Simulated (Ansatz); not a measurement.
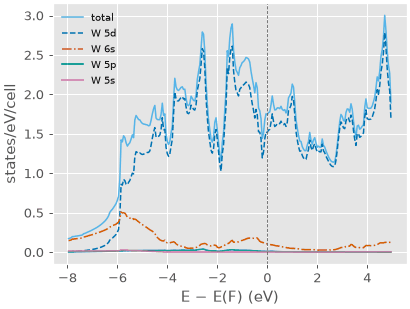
Figure: Total and projected density of states of W (hcp (Mg type), space group No. 194), plane-wave PAW r²SCAN (Ansatz code)

### Question
Which orbitals carry the states next to the Fermi level?

### Answer
Within 0.5 eV of the Fermi level: W 5d 87 %, W 6s 6 %, outside the projected shells 6 %. Projections are on Löwdin-orthogonalised atomic valence shells; empty p or d shells of many metals are not among them.

### Question
Where is the tallest occupied peak in this window, and what makes it?

### Answer
Near -1.4 eV, about 2.9 states/eV per cell; the largest projected share is W 5d.

Space group P6_3/mmc (hcp (Mg type)). The start of the workflow was typed in or built on a structure type; the Crystallography Open Database copy checked does not list it. It is not the phase usual at ambient conditions (space group No. 229). Symmetry was held in the r²SCAN relaxation; whether a distortion lowers the energy is not shown. The run is not spin-polarised. Scalar-relativistic: spin–orbit coupling is off unless named, which matters more the heavier the elements.

Potentials: the earlier of the program's two PAW sets.
